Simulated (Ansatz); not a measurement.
```
Ga As
1.0
     3.96829    0.00000    0.00000
    -1.98414    3.43664    0.00000
     0.00000    0.00000   13.45452
Ga As
2 6
Direct
  0.33333 0.66667 0.08436
  0.66667 0.33333 0.33438
  0.33333 0.66667 0.27248
  0.66667 0.33333 0.52297
  0.00000 0.00000 0.01553
  0.00000 0.00000 0.61083
  0.33333 0.66667 0.76240
  0.66667 0.33333 0.85505
```

Space group P3m1; a generated structure, not necessarily the stable one.

The calculation used DFT PBE, scalar-relativistic, plane waves, PAW (Ansatz 0.2.0).

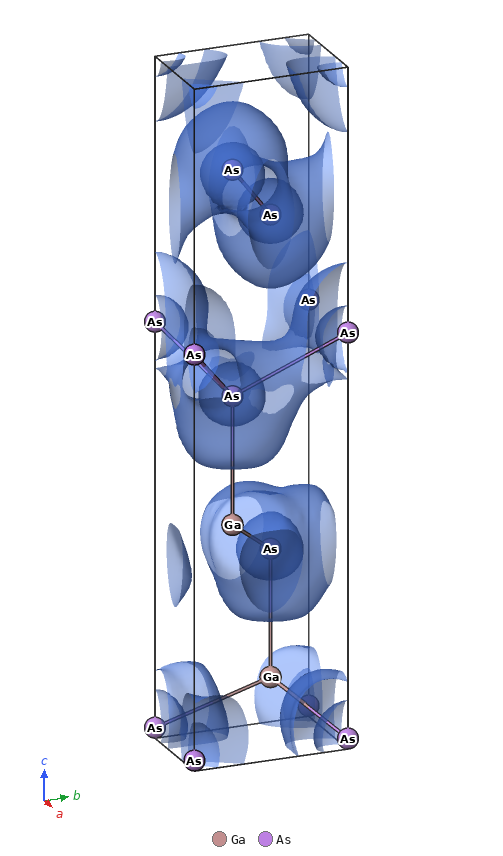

GaAs3. Isosurface of the electron localisation function at 0.55 (blue), seen slightly off an axis. Core shells and regions of very low density are left out. Sticks mark near contacts.

Core electrons are frozen (PAW), and the valence fields are smoothed inside the atomic spheres.

**Where are the electrons localised?**

At this value the surface marks out two regions on As in which the atom's valence shell and bonds are merged and sheets that run through the cell in two directions, counted in one cell of 8 atoms. Any copies at cell faces, edges or corners count once. Along the contacts the grid gives the following. Ga–As (2.44 Å): the ELF peaks at about 0.80 between the atoms, as expected for a shared electron pair. As–As (2.58 Å): the ELF peaks at about 0.70 between the atoms.
